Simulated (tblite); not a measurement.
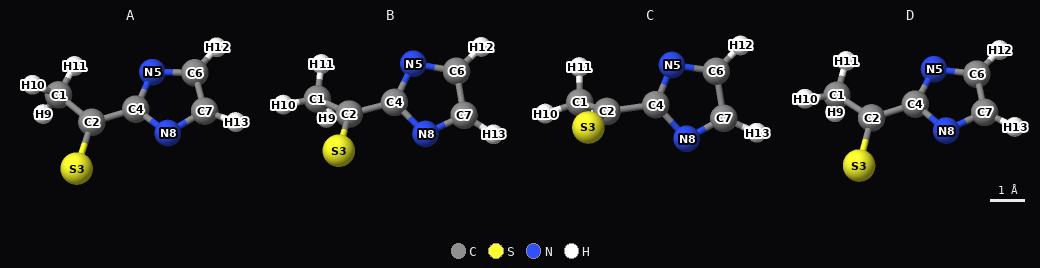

4 geometries from one relaxation of C5H5N2S (multiplicity 2), in shuffled order. The picture is a ball-and-stick view, seen at a tilt.

These are results of GFN2-xTB geometry optimisation, gas phase (tblite 0.8.0), not measurements. 

> Put them in the order of the run, from the start to the converged end.

C, B, D, A. They are steps 0, 23, 34, 101, at +73.8 kJ/mol, +32.1 kJ/mol, +5.06 kJ/mol relative to the last. The atom that moves furthest after the best rigid fit is S3 (1.64 Å). By element the largest moves are S 1.64 Å, H 1.15 Å, N 0.77 Å, C 0.56 Å. Near-neighbour distances that change, for instance: C2–C4 1.500 → 1.388 Å, C4–N5 1.295 → 1.361 Å, N5–C6 1.363 → 1.315 Å, C4–N8 1.400 → 1.368 Å. Among the angles between lasting bonds that change: C6–C7–H13 122.8° → 129.2°, C1–C2–S3 126.2° → 120.3°, C2–C4–N5 120.1° → 125.5°. Groups turn about C2–C4 by about 75°, C1–C2 by about 70°. After 101 geometry steps the energy has fallen by 73.8 kJ/mol.
